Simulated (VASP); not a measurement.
# WC (Qusongite): W into a neighbouring W vacancy, part 3 of 5

Wanted: the minimum-energy path in WC (Qusongite) for this move: W into a neighbouring W vacancy. The start is a cell from a database of measured crystal structures.

VASP 6.6.1; PBE; plane waves and PAW (W, C).

So far. Step 2 (Relax the host): The run ended after 6 ionic steps, 0.004 eV below its first step, once forces and stress met EDIFFG = -0.02. Step 3 (Relax the start): The run ended after 8 ionic steps, 0.801 eV below its first step, once the forces on the free atoms met EDIFFG = -0.05.

### 4. Relax the end

The end state is relaxed in the same way, so that both ends share their errors.

Contents of INCAR:

```
SYSTEM = W11C12
PREC = Normal
ENCUT = 400
EDIFF = 1E-05
NELM = 120
ISMEAR = 1
SIGMA = 0.15
LREAL = Auto
ALGO = Fast
GGA = PE
NBANDS = 80
LASPH = .TRUE.
LORBIT = 11
LWAVE = .FALSE.
LCHARG = .FALSE.
NCORE = 5
IBRION = 2
NSW = 60
ISIF = 2
EDIFFG = -0.05
POTIM = 0.4
MAXMIX = 40
ISYM = 0
```

Contents of POSCAR:

```
W11C12
1.0
    5.8386497646      0.0000000000      0.0000000000
   -2.9193248822      5.0564190198      0.0000000000
    0.0000000000      0.0000000000      8.5360333818
W C
11 12
Direct
    0.0032933586      0.0048439299     -0.0006971080
   -0.0012897037      0.0029754015      0.6672604941
    0.0023860746      0.4986345447     -0.0034719130
   -0.0012585436      0.4982365854      0.3351499237
   -0.0025620252      0.4935493905      0.6638663893
    0.5043717353      0.0026887211     -0.0015000957
    0.5008776112      0.0017624076      0.3344308087
    0.5035087710      0.0010144951      0.6664444831
    0.5012012549      0.5041758517     -0.0052737710
    0.4995903070      0.5001305276      0.3299937284
    0.4998520081      0.4974239437      0.6686873823
    0.3342264978      0.1693134142      0.1695224278
    0.3329131395      0.1632028669      0.4964519384
    0.3391193614      0.1662264650      0.8317200197
    0.3334489276      0.6659095643      0.1686632434
    0.3334767450      0.6667210513      0.4983257335
    0.3328971533      0.6625773428      0.8348935180
    0.8355381568      0.1606359716      0.1608882703
    0.8404853576      0.1767445411      0.4976548244
    0.8302139327      0.1689962557      0.8313635153
    0.8309115021      0.6652897338      0.1679131522
    0.8324945550      0.6677657956      0.4995863810
    0.8298074397      0.6654016359      0.8311065387
```

Contents of KPOINTS:

```
Automatic mesh
0
Gamma
4 4 2
0 0 0
```

Potentials, in the order of the species: W and C (PBE family, release 64).

On the command line:

```sh
mpirun -np 5 vasp_std
```

The log of the run:

```text
[... set-up lines as in an earlier step ...]
 entering main loop
       N       E                     dE             d eps       ncg     rms          rms(c)
DAV:   1     0.365954398119E+03    0.36595E+03   -0.45258E+04  3208   0.106E+03
DAV:   2    -0.233900140988E+03   -0.59985E+03   -0.56298E+03  3920   0.297E+02
DAV:   3    -0.286519871040E+03   -0.52620E+02   -0.51499E+02  4336   0.743E+01
DAV:   4    -0.288098110118E+03   -0.15782E+01   -0.15693E+01  4120   0.142E+01
DAV:   5    -0.288158571353E+03   -0.60461E-01   -0.60383E-01  4304   0.253E+00    0.109E+02
RMM:   6    -0.251179136978E+03    0.36979E+02   -0.18568E+02  3504   0.322E+01    0.275E+01
RMM:   7    -0.250206977963E+03    0.97216E+00   -0.23597E+01  3278   0.172E+01    0.280E+01
RMM:   8    -0.250191275758E+03    0.15702E-01   -0.72738E+00  3759   0.731E+00    0.118E+01
RMM:   9    -0.250117186770E+03    0.74089E-01   -0.15264E+00  3296   0.354E+00    0.363E+00
RMM:  10    -0.250076203920E+03    0.40983E-01   -0.34668E-01  3450   0.199E+00    0.133E+00
RMM:  11    -0.250075740583E+03    0.46334E-03   -0.11425E-01  3708   0.849E-01    0.504E-01
RMM:  12    -0.250074928814E+03    0.81177E-03   -0.21241E-02  3582   0.391E-01    0.404E-01
RMM:  13    -0.250074284199E+03    0.64461E-03   -0.44739E-03  3390   0.199E-01    0.140E-01
RMM:  14    -0.250074446008E+03   -0.16181E-03   -0.17136E-03  3840   0.105E-01    0.825E-02
RMM:  15    -0.250074372535E+03    0.73473E-04   -0.20136E-04  3374   0.418E-02    0.316E-02
RMM:  16    -0.250074356930E+03    0.15605E-04   -0.11184E-04  3179   0.263E-02    0.265E-02
RMM:  17    -0.250074356488E+03    0.44231E-06   -0.20906E-05  2130   0.141E-02
   1 F= -.25007436E+03 E0= -.25007779E+03  d E =-.250074E+03
 curvature:   0.00 expect dE= 0.000E+00 dE for cont linesearch  0.000E+00
 trial: gam= 0.00000 g(F)=  0.193E+01 g(S)=  0.000E+00 ort = 0.000E+00 (trialstep = 0.100E+01)
 search vector abs. value=  0.193E+01
 bond charge predicted
       N       E                     dE             d eps       ncg     rms          rms(c)
DAV:   1    -0.250657948920E+03   -0.58359E+00   -0.18371E+02  3200   0.412E+01    0.285E+00
RMM:   2    -0.250792846155E+03   -0.13490E+00   -0.29351E+00  3202   0.636E+00    0.329E+00
RMM:   3    -0.250790591805E+03    0.22543E-02   -0.50887E-01  3439   0.251E+00    0.148E+00
RMM:   4    -0.250773620928E+03    0.16971E-01   -0.12772E-01  3354   0.107E+00    0.728E-01
RMM:   5    -0.250775594903E+03   -0.19740E-02   -0.43374E-02  3725   0.579E-01    0.339E-01
RMM:   6    -0.250775735537E+03   -0.14063E-03   -0.75102E-03  3625   0.246E-01    0.386E-01
RMM:   7    -0.250775212923E+03    0.52261E-03   -0.25214E-03  3552   0.140E-01    0.195E-01
RMM:   8    -0.250775199446E+03    0.13477E-04   -0.12129E-03  3633   0.863E-02    0.648E-02
RMM:   9    -0.250775217870E+03   -0.18423E-04   -0.20751E-04  3625   0.412E-02    0.407E-02
RMM:  10    -0.250775206835E+03    0.11035E-04   -0.31744E-05  2347   0.174E-02    0.261E-02
RMM:  11    -0.250775205352E+03    0.14830E-05   -0.25616E-05  2223   0.134E-02
   2 F= -.25077521E+03 E0= -.25077918E+03  d E =-.700849E+00
[...]
3 F= -.25083858E+03 E0= -.25084291E+03  d E =-.764219E+00
[...]
4 F= -.25102086E+03 E0= -.25102144E+03  d E =-.182286E+00
[...]
5 F= -.25103340E+03 E0= -.25103262E+03  d E =-.194827E+00
[...]
6 F= -.25104670E+03 E0= -.25104610E+03  d E =-.132925E-01
[...]
7 F= -.25104671E+03 E0= -.25104613E+03  d E =-.133118E-01
 curvature:  -0.53 expect dE=-0.138E-02 dE for cont linesearch -0.974E-06
 trial: gam= 0.08174 g(F)=  0.262E-02 g(S)=  0.000E+00 ort = 0.233E-03 (trialstep = 0.101E+01)
 search vector abs. value=  0.285E-02
 bond charge predicted
       N       E                     dE             d eps       ncg     rms          rms(c)
DAV:   1    -0.251047854891E+03   -0.11409E-02   -0.28030E-01  3384   0.164E+00    0.107E-01
RMM:   2    -0.251048052535E+03   -0.19764E-03   -0.39782E-03  3200   0.237E-01    0.126E-01
RMM:   3    -0.251048016683E+03    0.35852E-04   -0.69432E-04  3440   0.878E-02    0.863E-02
RMM:   4    -0.251048002502E+03    0.14181E-04   -0.23615E-04  3388   0.442E-02    0.493E-02
RMM:   5    -0.251047998992E+03    0.35104E-05   -0.50088E-05  2721   0.215E-02
   8 F= -.25104800E+03 E0= -.25104764E+03  d E =-.128467E-02
 trial-energy change:   -0.001285  1 .order   -0.001254   -0.002670    0.000162
 step:   0.9543(harm=  0.9543)  dis= 0.00438  next Energy=  -251.047973 (dE=-0.126E-02)
 reached required accuracy - stopping structural energy minimisation
```

Run time: 4 min. Hardware: 5 MPI ranks of AMD EPYC 7R43, shared host; peak memory 0.59 GiB; 20 min of CPU time.

From OUTCAR (step 4):

```text
 Found     20 irreducible k-points:

   NELECT =     114.0000    total number of electrons

 E-fermi :   7.4925

 k-point     1 :       0.0000    0.0000    0.0000
  band No.  band energies     occupation
    ...
     50       7.1613      2.00771
     51       7.1624      2.00793
     52       7.1849      2.01353
     53       7.1868      2.01409
     54       7.1875      2.01433
     55       7.5655      0.27482
     56       7.6458     -0.05453
     57       7.7028     -0.06339
     58       7.7047     -0.06244
     59       8.0757     -0.00000
    ...

 k-point     2 :       0.2500    0.0000    0.0000
  band No.  band energies     occupation
    ...
     54       6.8191      2.00000
     55       6.9948      2.00003
     56       7.0821      2.00076
     57       7.3687      1.99240
     58       7.5019      0.89442
     59       7.8802     -0.00158
     60       8.0163     -0.00001
     61       8.6407     -0.00000
     62       8.7142     -0.00000
     63       9.2358     -0.00000
    ...

  Total       -2.2928103     -2.3210548    -16.0336195     -0.0005319      0.0043906     -0.0051330
  in kB      -14.5769655    -14.7565350   -101.9366998     -0.0033816      0.0279139     -0.0326340
  external PRESSURE =     -43.7567334 kB  Pullay stress =       0.0000000 kB

 POSITION                                       TOTAL-FORCE (eV/Angst)
 -----------------------------------------------------------------------------------
      0.00406      0.00080      0.06688        -0.013142      0.004994      0.010159
      0.00409      0.00100      5.60635        -0.021656      0.004004      0.004134
     -1.45357      2.53146      8.53334        -0.006928     -0.025855     -0.003585
      4.33881      2.50614      2.83581        -0.000567     -0.013126      0.012479
     -1.45374      2.53121      5.67536        -0.015126     -0.021219     -0.008856
      0.00348      5.05406      8.53333         0.021862      0.006268      0.002951
      2.92519      0.05038      2.83635        -0.010798      0.000032      0.006092
      0.00248      5.05394      5.67509         0.034706      0.024314     -0.005808
      1.46027      2.53032      8.53447         0.005798      0.001587     -0.024460
      1.50557      2.50313      2.83646        -0.008936      0.006720      0.013255
      1.46020      2.53032      5.67496         0.002493      0.003766      0.009927
      1.52775      0.87911      1.37026        -0.013632      0.006231     -0.019976
      1.52732      0.87993      4.30348        -0.010138     -0.002383      0.011046
      1.46083      0.84170      7.10472        -0.008010      0.004148      0.004878
      0.00313      3.37180      1.45888         0.006543      0.000953     -0.025641
      0.00272      3.37206      4.21427         0.003329     -0.003662      0.016040
      0.00336      3.37166      7.10457        -0.001205      0.001162      0.003465
      4.31951      0.88102      1.36867        -0.001780     -0.003145     -0.004814
      4.31895      0.88181      4.30407        -0.001376     -0.012632      0.011365
      4.38507      0.84238      7.10455         0.002004     -0.001737     -0.000925
      2.92170      3.29838      1.36952         0.011156      0.007849     -0.011499
      2.92137      3.29824      4.30440         0.014692      0.009005      0.002296
      2.92155      3.37467      7.10510         0.010710      0.002725     -0.002523
 -----------------------------------------------------------------------------------
    total drift:                                0.071300      0.015403     -0.031714

  FREE ENERGIE OF THE ION-ELECTRON SYSTEM (eV)
  ---------------------------------------------------
  free  energy   TOTEN  =      -251.0479989917 eV

  energy  without entropy=     -251.0469137564  energy(sigma->0) =     -251.04763725

 total charge
# of ion       s       p       d       tot
------------------------------------------
    1        0.600   0.800   4.253   5.653
    2        0.600   0.800   4.253   5.653
    3        0.627   0.874   4.375   5.877
    4        0.619   0.807   4.270   5.696
    5        0.627   0.874   4.375   5.877
    6        0.627   0.874   4.375   5.876
    7        0.619   0.807   4.270   5.696
    8        0.627   0.874   4.375   5.876
    9        0.627   0.874   4.375   5.876
   10        0.619   0.807   4.270   5.696
   11        0.627   0.874   4.376   5.877
   12        0.874   1.525   0.000   2.399
   13        0.874   1.526   0.000   2.399
   14        0.856   1.541   0.000   2.396
   15        0.856   1.546   0.000   2.402
   16        0.856   1.546   0.000   2.402
   17        0.860   1.560   0.000   2.420
   18        0.874   1.525   0.000   2.399
   19        0.874   1.525   0.000   2.399
   20        0.856   1.540   0.000   2.396
   21        0.874   1.526   0.000   2.399
   22        0.874   1.525   0.000   2.399
   23        0.856   1.540   0.000   2.396
--------------------------------------------------
tot         17.201  27.691  47.569  92.461

[... 6 parts as in an earlier step ...]

[... 6 further parts left out ...]
```

CONTCAR:

```
W11C12
   1.00000000000000
     5.8386497646000004    0.0000000000000000    0.0000000000000000
    -2.9193248822000002    5.0564190197999999    0.0000000000000000
     0.0000000000000000    0.0000000000000000    8.5360333817999994
  W               C
    11    12
Direct
     0.0007749896965280    0.0001576373215512    0.0078348385198508
     0.0007986669185959    0.0001975725285901    0.6567868920025449
     0.0013660578104444    0.5006437636155323    0.9996848174637073
     0.9909361675916945    0.4956361986623661    0.3322166162195989
     0.0013105806223042    0.5005935210120028    0.6648711315701209
     0.5003629174952022    0.9995339125214959    0.9996834443054496
     0.5059865032215851    0.0099637601275428    0.3322796075479257
     0.5001803559708524    0.9995102521046391    0.6648395960818047
     0.5003134560844309    0.5004180785170269    0.9998165783421116
     0.5053822417170911    0.4950403455081838    0.3322919789239263
     0.5003005321183016    0.5004166586463111    0.6648241904703303
     0.3485908618322026    0.1738597650797367    0.1605270886153127
     0.3485988612836189    0.1740217614127440    0.5041550496342915
     0.3334301832365947    0.1664616459922579    0.8323206951897092
     0.3339545423456121    0.6668363863920075    0.1709078953569836
     0.3339098912929170    0.6668868139796932    0.4937029884103946
     0.3339800106076468    0.6668074440278969    0.8323028902325043
     0.8269317208102596    0.1742385258639970    0.1603407494666454
     0.8269151705792375    0.1743944000810328    0.5042241597845850
     0.8343389940455109    0.1665959926807296    0.8323016557017269
     0.8265640236205898    0.6523148489063768    0.1604399072273647
     0.8264937003595358    0.6522876067056899    0.5042619701302733
     0.8340831874392320    0.6674035453125956    0.8323651434028336
```

The steps of the relaxation:

```csv
step,energy less that of the first step (eV),largest force (eV/Å)
1,0.0000,2.6979
2,-0.7008,1.7336
3,-0.7642,1.0138
4,-0.9465,0.3343
5,-0.9590,0.3673
6,-0.9723,0.1285
7,-0.9724,0.1047
8,-0.9736,0.0428
```

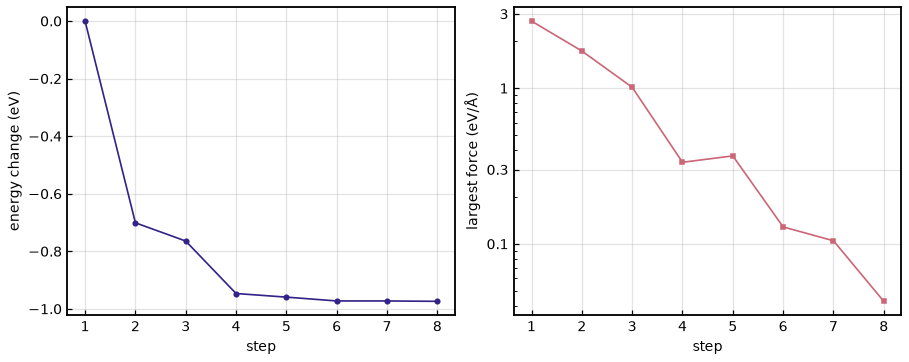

Energy and largest force along the relaxation.

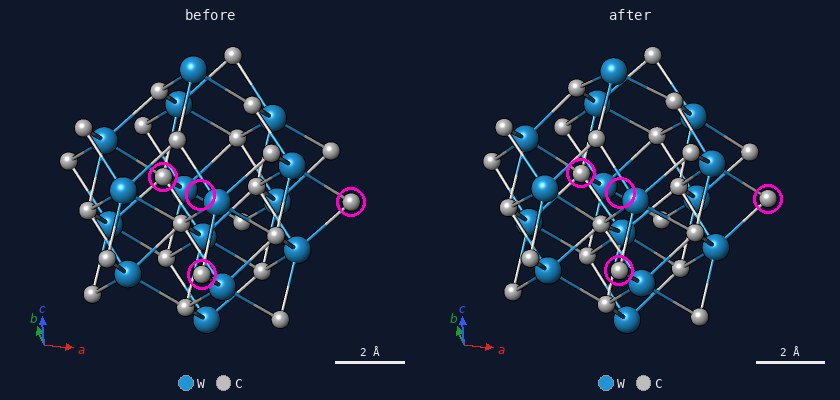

Before and after: the atoms that start within 5 Å of the centre. C18, which moves most, is ringed if it is among them. A ring with no atom in it marks the empty centre.

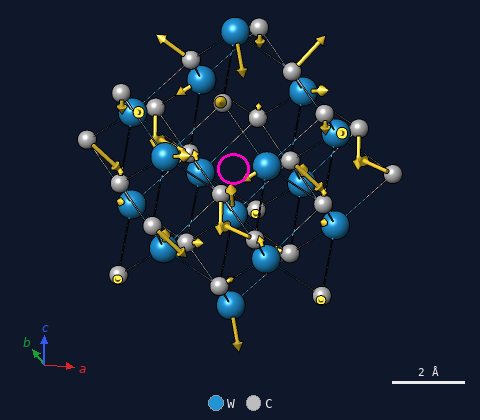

Displacements in the relaxation near the centre, exaggerated; the longest in the cell stands for 0.11 Å. A ring marks the centre wherever it is empty.

The atoms that moved most (Å):

```csv
atom,dx,dy,dz,length
C18,-0.090,0.069,-0.005,0.113
C12,0.071,0.023,-0.077,0.107
C13,0.060,0.055,0.066,0.104
W2,0.020,-0.014,-0.089,0.093
C21,0.012,-0.066,-0.064,0.092
C19,-0.072,-0.012,0.056,0.092
C22,0.010,-0.078,0.040,0.088
W1,-0.001,-0.024,0.073,0.077
```

The relaxed structure:

```xyz
23
Lattice="5.8386 0.0000 0.0000 -2.9193 5.0564 0.0000 0.0000 0.0000 8.5360" Properties=species:S:1:pos:R:3 pbc="T T T"
W     0.0041    0.0008    0.0669
W     0.0041    0.0010    5.6064
W    -1.4536    2.5315   -0.0027
W    -1.4998    2.5061    2.8358
W    -1.4537    2.5312    5.6754
W     2.9228   -0.0024   -0.0027
W     2.9252    0.0504    2.8363
W     2.9218   -0.0025    5.6751
W     1.4603    2.5303   -0.0016
W     1.5056    2.5031    2.8365
W     1.4602    2.5303    5.6750
C     1.5277    0.8791    1.3703
C     1.5273    0.8799    4.3035
C     1.4608    0.8417    7.1047
C     0.0031    3.3718    1.4589
C     0.0027    3.3721    4.2143
C     0.0034    3.3717    7.1046
C     4.3195    0.8810    1.3687
C     4.3190    0.8818    4.3041
C     4.3851    0.8424    7.1046
C     2.9217    3.2984    1.3695
C     2.9214    3.2982    4.3044
C     2.9216    3.3747    7.1051
```

This step gave:

```yaml
electronic_cycles: 64
free_energy_toten: -251.0480 eV
energy_at_zero_smearing: -251.0476 eV
fermi_energy: 7.492 eV
```

The run ended after 8 ionic steps, 0.974 eV below its first step, once the forces on the free atoms met EDIFFG = -0.05.

[end of part 3 of 5]

[Lines on the potential files, build, host, timing and source positions are cut from VASP's logs without a mark.]

[Logs are printed without paths, hosts, clocks, repeated set-up lines and the standing remarks that a program may print on its own settings, such as how far it seeks lower states.]

[Hosts, paths, dates, database ids (printed as entryN), source tags and the programs' standing remarks are cut or masked in the printed files.]

[Runs that stopped without an error message from VASP are left out.]
